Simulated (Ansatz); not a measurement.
# Mg5Zr: relaxing a made-up structure, part 2 of 2

This structure for Mg5Zr is made up. Its elements were placed in a known structure type with a cell scaled to their sizes. What cell does the guess relax to, and how far off was it?

Ansatz 0.2.0; DFT, PBE, plane-wave PAW, files of the set soft_1, scalar-relativistic, no spin, cell and ions relaxed at zero pressure; PAW set soft_1 (the session's first sound run).

So far: The structure; Relaxation of the guess. The relaxed cell has a = 8.178 Å (conventional setting).

### 3. Electronic structure of the relaxed cell

With the geometry fixed, one more self-consistent run, with a narrower smearing and the mesh shown in its input, gives the bands, and its pressure, and its forces where symmetry allows any, show how far the geometry depends on these settings.

This step: DFT, PBE, plane-wave PAW, files of the set soft_1, scalar-relativistic, no spin, bands and density of states at the relaxed cell; PAW set soft_1 (Ansatz 0.2.0).

Contents of input.yaml:

```yaml
crystal:
  lattice:
    - [0.0, 4.0889762493, 4.0889762493]
    - [4.0889762493, 0.0, 4.0889762493]
    - [4.0889762493, 4.0889762493, 0.0]
  atoms:
    - { symbol: Zr, position: [0.0, 0.0, 0.0] }
    - { symbol: Mg, position: [0.6258560466, 0.6258560466, 0.1224318603] }
    - { symbol: Mg, position: [0.6258560466, 0.1224318603, 0.6258560466] }
    - { symbol: Mg, position: [0.6258560466, 0.6258560466, 0.6258560466] }
    - { symbol: Mg, position: [0.1224318603, 0.6258560466, 0.6258560466] }
    - { symbol: Mg, position: [0.25, 0.25, 0.25] }
kpoints:
  mp_grid: { grid: [8, 8, 8] }
  band_path:
    path:
      - [[0.0, 0.0, 0.0], [0.5, 0.0, 0.5], [0.5, 0.25, 0.75], [0.375, 0.375, 0.75], [0.0, 0.0, 0.0], [0.5, 0.5, 0.5], [0.625, 0.25, 0.625], [0.5, 0.25, 0.75], [0.5, 0.5, 0.5], [0.375, 0.375, 0.75]]
      - [[0.625, 0.25, 0.625], [0.5, 0.0, 0.5]]
    npoints: 8
scf:
  occupations: { method: fermi_dirac, width: 0.03 }
  n_extra_bands: 10
hamiltonian:
  xc: pbe
  pseudopotentials: { kind: paw, azcp: { folder: soft_1 } }
output:
  forces: true
  stress: true
  write_bands: true
  dos: { projected: true }
  write_density: true
  write_potential: true
  elf: true
  volumetric_format: npy
```

Command:

```console
$ ansatz run input.yaml --threads 4 --pin off --max-ram 10240MiB --backend cpu --events-out ev --progress --plain --runs-dir out
```

Numbers of over 12 decimals in the logs are rounded to 6 here.

Log:

```text
[...]
Crystal: 6 atoms, lattice volume = 136.733 Å³
Basis set: ecut = 420 eV, 2685 PW (Γ), exchange–correlation on 80×80×80 points (8 copies of the dense FFT grid, shifted against one another)
Bands: 41, of which v1, the nominal top of the filled ones, is band 31 counted from 1 (30 counted from 0)
Symmetry: 24 space group operations
[...]
k-points: 29 of 512 (time reversal used)
[...]
SCF iter   1: F=—  HF=-13801.905738 eV  |F-HF|=—  |Δ(HF+E_count)|=         —  Δρ=1.64e-2  dr2=6.88e-1  ethr=3.10e-3  ⟨swp⟩=7.1  Hψ=5125  notcnv=0
[...]
SCF iter   8: F=-13801.737217 eV  HF=-13801.737217 eV  |F-HF|=1.20e-8  |Δ(HF+E_count)|=   1.86e-8  Δρ=2.90e-6  dr2=7.61e-9  ethr=1.61e-10  ⟨swp⟩=13.8  Hψ=8510  notcnv=0
SCF 1 converged in 8 iterations: F = -13801.737217 eV  dr2 = 7.61e-9
[...]
NSCF: frozen V_eff on 82 k-points
SCF converged after 8 iterations
Free energy (F): -13801.737217 eV
[...]
Internal energy: -13801.719941 eV  (E = F + TS)
E sigma→0 (E₀):  -13801.728579 eV
Entropy (-TS):   -0.017276 eV (-2.879 meV/atom)
Fermi energy:    7.021413 eV
[...]
--- Forces (eV/Å), atoms counted from 1 ---
  atom   1  Zr     0.00000000    -0.00000000     0.00000000
  atom   2  Mg    -0.02265581    -0.02265581     0.02265581
  atom   3  Mg    -0.02265581     0.02265581    -0.02265581
  atom   4  Mg     0.02265581     0.02265581     0.02265581
  atom   5  Mg     0.02265581    -0.02265581    -0.02265581
  atom   6  Mg    -0.00000000    -0.00000000    -0.00000000
  max |Σ_I F_I| component: 6.13e-17 eV/Å
--- Stress (GPa, compression-positive) ---
       -0.002650      -0.000000      -0.000000
       -0.000000      -0.002650       0.000000
       -0.000000       0.000000      -0.002650
  P = ⅓ Tr σ = -0.0027 GPa (-0.027 kbar)
--- Band table (eV; the first three rows and the last of 29) ---
  k-point 0: bands = [... 27 lower, 5.5536, 5.8418, 6.5281, 6.5281, 7.2046, 7.2046, 7.2046, 7.2611, ... 6 higher]
  k-point 1: bands = [... 27 lower, 5.5523, 5.8427, 6.3642, 6.3642, 7.1386, 7.4313, 7.4313, 7.9137, ... 6 higher]
  k-point 2: bands = [... 27 lower, 5.4863, 5.5987, 6.2857, 6.2857, 7.2112, 7.5966, 7.5966, 8.2106, ... 6 higher]
  k-point 28: bands = [... 27 lower, 3.6268, 6.3954, 6.4738, 6.6132, 7.0960, 7.4765, 7.8921, 8.8509, ... 6 higher]
```

Elapsed: 6.1 s, on 4 threads of Intel Xeon Platinum 8488C (Sapphire Rapids), shared host; peak memory 0.66 GiB; 23 s of CPU time.

Numbers from this step:

| Item | Value |
| --- | --- |
| free energy | -13801.7372 eV |
| energy at zero smearing | -13801.7286 eV |
| smearing term TS | 0.01728 eV |
| Fermi energy | 7.021 eV |
| pressure | -0.002650 GPa |

bands.tsv at the labelled points (eV, zero at the Fermi level; the bands that come nearest the Fermi level along the path):

```
point  band 28  band 29  band 30  band 31  band 32  band 33  band 34  band 35
    Γ    -1.47    -1.18    -0.49    -0.49     0.18     0.18     0.18     0.24
    X    -2.11    -2.11    -2.01     0.13     0.34     0.34     1.02     2.15
    W    -3.39    -0.63    -0.55    -0.41     0.07     0.46     0.87     1.83
    K    -2.23    -2.00    -0.40    -0.03     0.26     0.29     0.81     1.91
    Γ    -1.47    -1.18    -0.49    -0.49     0.18     0.18     0.18     0.24
    L    -1.71    -1.54    -0.51    -0.41    -0.41     0.18     0.18     2.52
    U    -2.23    -2.00    -0.40    -0.03     0.26     0.29     0.81     1.91
    W    -3.39    -0.63    -0.55    -0.41     0.07     0.46     0.87     1.83
    L    -1.71    -1.54    -0.51    -0.41    -0.41     0.18     0.18     2.52
    K    -2.23    -2.00    -0.40    -0.03     0.26     0.29     0.81     1.91
    U    -2.23    -2.00    -0.40    -0.03     0.26     0.29     0.81     1.91
    X    -2.11    -2.11    -2.01     0.13     0.34     0.34     1.02     2.15
```

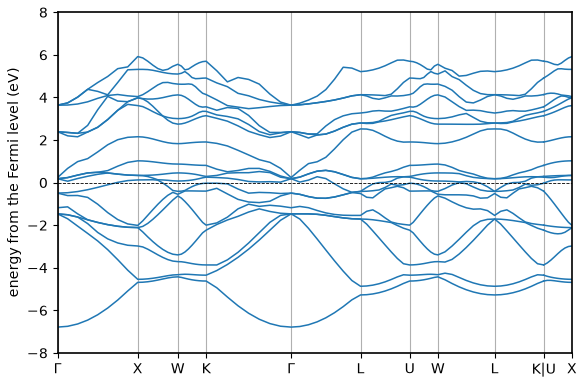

Bands along the path. 24 bands lie wholly below the window drawn.

States per cell as run, both spins, in windows of 1 eV, from dos.tsv (zero at the Fermi level): Near the top, bands beyond those computed are missing, so counts there can be too low.

| from | to | total |
| --- | --- | --- |
| -8 | -7 | 0.00 |
| -7 | -6 | 0.40 |
| -6 | -5 | 1.20 |
| -5 | -4 | 1.44 |
| -4 | -3 | 1.79 |
| -3 | -2 | 2.10 |
| -2 | -1 | 3.21 |
| -1 | 0 | 3.94 |
| 0 | 1 | 5.97 |
| 1 | 2 | 1.57 |
| 2 | 3 | 3.18 |

A further 48.0 states lie below the table's range.

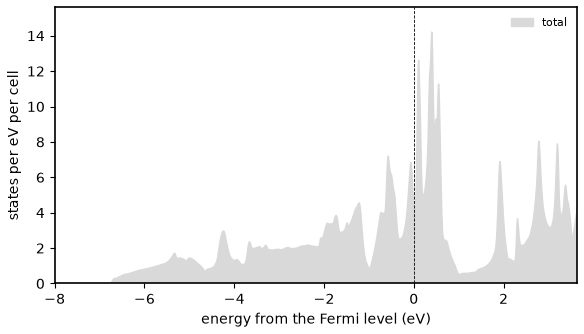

Total density of states, smoothed over about 0.04 eV.

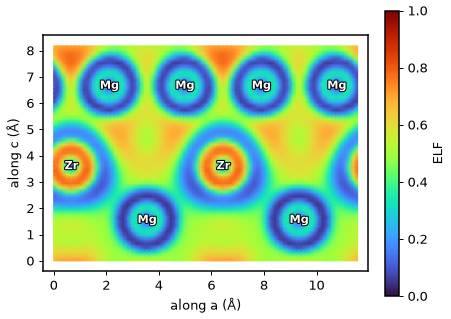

ELF in the ac plane of a cell with a along [110], b along [-110] and c along [001] of the cube at fractional y = 0.000, with atoms of Zr and Mg within 0.2 Å of it. It is the smooth field of the valence electrons, not physical close to the nuclei. The map starts off the cell's origin, so that atoms lie inside it.

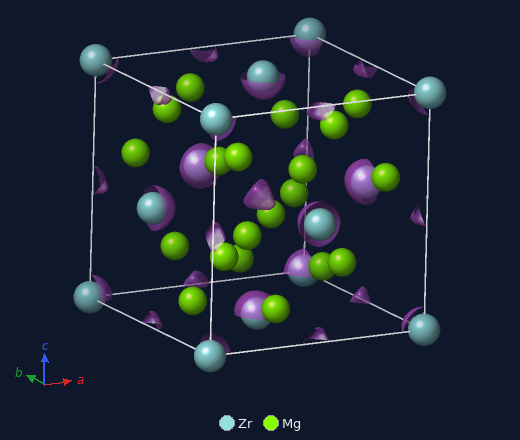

Surface of ELF = 0.71.

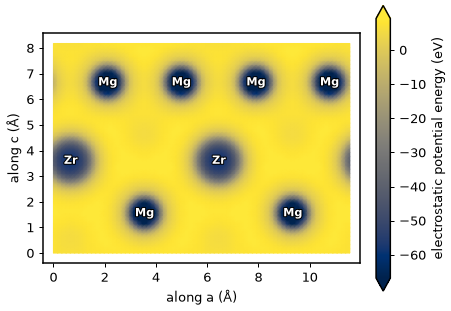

Electrostatic potential energy in the ac plane of a cell with a along [110], b along [-110] and c along [001] of the cube at fractional y = 0.000, with atoms of Zr and Mg within 0.2 Å of it. With pseudopotentials it is smooth inside the atoms' cores, unlike the true potential. The map starts off the cell's origin, so that atoms lie inside it.

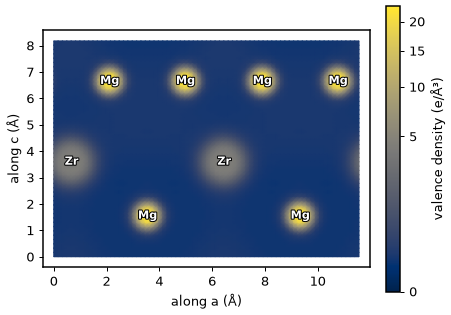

Valence density in the ac plane of a cell with a along [110], b along [-110] and c along [001] of the cube at fractional y = 0.000, with atoms of Zr and Mg within 0.2 Å of it. It is the smooth field of the valence electrons, not physical close to the nuclei. The map starts off the cell's origin, so that atoms lie inside it. The colour scale is stretched toward low values.

### 4. Results

- space group, relaxed: F-43m
- conventional cell: a = 8.178, b = 8.178, c = 8.178 Å; α = 90.0°, β = 90.0°, γ = 90.0°
- volume per atom: 22.79 Å³ (guess 23.78)

In words: Mg5Zr relaxes to F-43m with a = 8.178, b = 8.178 and c = 8.178 Å. The guessed volume was 4 % too large. The space group F-43m was held in the relaxation, so the end point is a stationary structure within it and may be a saddle against distortions or other arrangements. Bands cross the Fermi level, so it is a metal or semimetal at this level. On the 8×8×8 mesh with the narrower smearing (relaxed on 6×6×6) the largest force component is 0.023 eV/Å and the largest stress component is 0.003 GPa, against the relaxation's thresholds of 0.015 eV/Å and 0.05 GPa. The cutoff wasn't tested. No dispersion term is used, so weakly bound directions may come out too long. Nothing here tests whether the compound is stable against decomposition.

[Logs are printed without paths, hosts, clocks, repeated set-up lines and the standing remarks that a program may print on its own settings, such as how far it seeks lower states.]

[Hosts, paths, dates, database ids (printed as entryN), source tags and the programs' standing remarks are cut or masked in the printed files.]
